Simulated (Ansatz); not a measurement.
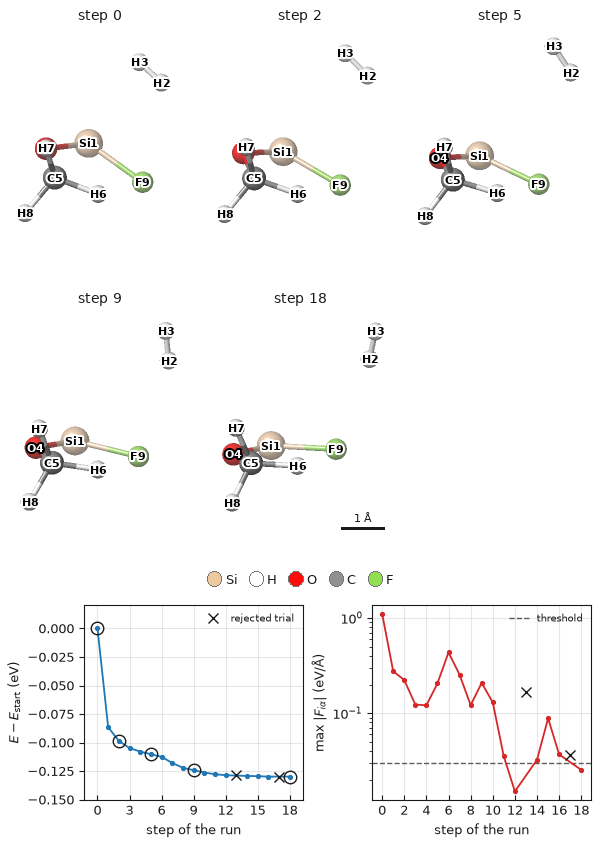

Frames of a relaxation of CH5FOSi, marked on the history of the run. A ball-and-stick model, seen from a free direction.

The run prepares an end point of a later path (reaction) calculation, from a guessed geometry.

The calculation used RKS PBE0/6-31G* (Ansatz). Set-up: no spin polarisation; force threshold 0.03 eV/Å; at most 50 steps.

**What happens along the run?**

H3 moves most after the best rigid fit: 1.00 Å. By element the largest moves are H 1.00 Å, Si 0.64 Å, O 0.63 Å, F 0.42 Å, C 0.11 Å. Near-neighbour distances that change, for instance: H2–H3 0.708 → 0.745 Å. The energy falls by 0.130 eV in 16 accepted moves (18 points after the start). Largest force component: 1.1 eV/Å at the start, 0.025 eV/Å at the end. The line search rejected the trial steps at points 13, 17 of the run. The forces were under the threshold at step 12, but the run went on from there. Cost: 63 s on 1 thread of Arm Neoverse V1, on a shared host, peak memory 0.17 GiB. From step 0 to 2: H3 moves most (0.29 Å), energy −0.099 eV. From step 2 to 5: H3 moves most (0.27 Å), energy −0.012 eV. From step 5 to 9: H3 moves most (0.28 Å), energy −0.014 eV. From step 9 to 18: H3 moves most (0.24 Å), energy −0.006 eV.

```json
{"step": "0", "E − E(0), eV": "0.0000", "largest force component, eV/Å": "1.1087", "note": ""}
{"step": "1", "E − E(0), eV": "-0.0865", "largest force component, eV/Å": "0.2760", "note": ""}
{"step": "2", "E − E(0), eV": "-0.0985", "largest force component, eV/Å": "0.2231", "note": ""}
{"step": "3", "E − E(0), eV": "-0.1048", "largest force component, eV/Å": "0.1234", "note": ""}
{"step": "4", "E − E(0), eV": "-0.1078", "largest force component, eV/Å": "0.1210", "note": ""}
{"step": "5", "E − E(0), eV": "-0.1102", "largest force component, eV/Å": "0.2055", "note": ""}
{"step": "6", "E − E(0), eV": "-0.1125", "largest force component, eV/Å": "0.4341", "note": ""}
{"step": "7", "E − E(0), eV": "-0.1178", "largest force component, eV/Å": "0.2539", "note": ""}
{"step": "8", "E − E(0), eV": "-0.1221", "largest force component, eV/Å": "0.1217", "note": ""}
{"step": "9", "E − E(0), eV": "-0.1242", "largest force component, eV/Å": "0.2083", "note": ""}
{"step": "10", "E − E(0), eV": "-0.1262", "largest force component, eV/Å": "0.1299", "note": ""}
{"step": "11", "E − E(0), eV": "-0.1277", "largest force component, eV/Å": "0.0352", "note": ""}
{"step": "12", "E − E(0), eV": "-0.1286", "largest force component, eV/Å": "0.0151", "note": ""}
{"step": "13", "E − E(0), eV": "-0.1283", "largest force component, eV/Å": "0.1688", "note": "rejected"}
{"step": "14", "E − E(0), eV": "-0.1292", "largest force component, eV/Å": "0.0325", "note": ""}
{"step": "15", "E − E(0), eV": "-0.1294", "largest force component, eV/Å": "0.0885", "note": ""}
{"step": "16", "E − E(0), eV": "-0.1298", "largest force component, eV/Å": "0.0369", "note": ""}
{"step": "17", "E − E(0), eV": "-0.1298", "largest force component, eV/Å": "0.0368", "note": "rejected"}
{"step": "18", "E − E(0), eV": "-0.1298", "largest force component, eV/Å": "0.0254", "note": ""}
```

Limits of the set-up: the start holds two separate molecules, 2.6 Å apart at their closest, whose relative position is a soft coordinate and is computed without a dispersion correction.
